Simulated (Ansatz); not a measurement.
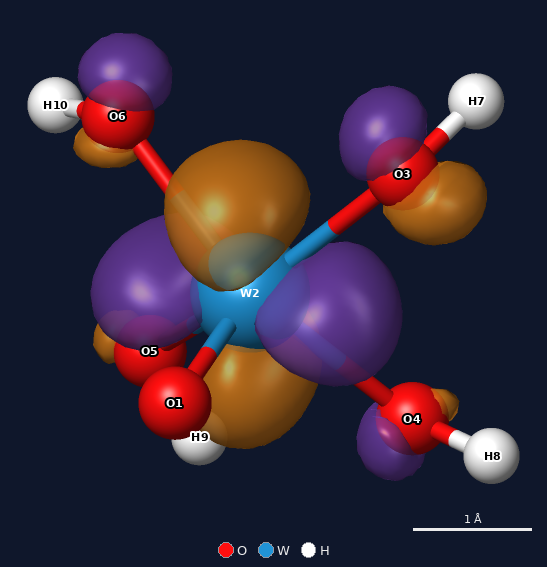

Figure 1: H$_{4}$O$_{5}$W (SMILES [O]=[W]([OH])([OH])([OH])[OH]). The LUMO at ±0.2 Å⁻³ᐟ² (orange and purple are the two phases), seen at a tilt.

Geometry: PBE0-D4/def2-TZVP; core potentials replace the inner electrons of W.

Method: RKS PBE0-D4/def2-TZVPP (Ansatz).

The calculation's input:

```
crystal:
  periodic: [false, false, false]
  atoms:
    - {symbol: O, position_ang: [0.238625, -0.430470, 1.992514]}
    - {symbol: W, position_ang: [0.174385, -0.026281, 0.352221]}
    - {symbol: O, position_ang: [1.485085, -1.163796, -0.386909]}
    - {symbol: O, position_ang: [-1.219496, -1.130011, -0.401073]}
    - {symbol: O, position_ang: [-1.214091, 1.280814, 0.098381]}
    - {symbol: O, position_ang: [1.257542, 1.507157, 0.098993]}
    - {symbol: H, position_ang: [1.705755, -1.273032, -1.314151]}
    - {symbol: H, position_ang: [-1.116152, -2.075896, -0.259428]}
    - {symbol: H, position_ang: [-2.087886, 0.908950, -0.051407]}
    - {symbol: H, position_ang: [0.859233, 2.351464, -0.126141]}
basis:
  gaussian: {orbitals: def2-TZVPP}
hamiltonian: {xc: pbe0, dispersion: d4}
output: {orbitals: {seedname: orbitals}}
```

Command:

```sh
ansatz run in.yaml --threads 4 --pin off --events-out ev --progress --plain --max-ram 11315MiB
```

Describe this orbital and give its energy.

Answer. By Hirshfeld shares it lies mainly on W2 (about 65 %), O3 (about 10 %) and O6 (about 10 %). Its energy is −2.59 eV.
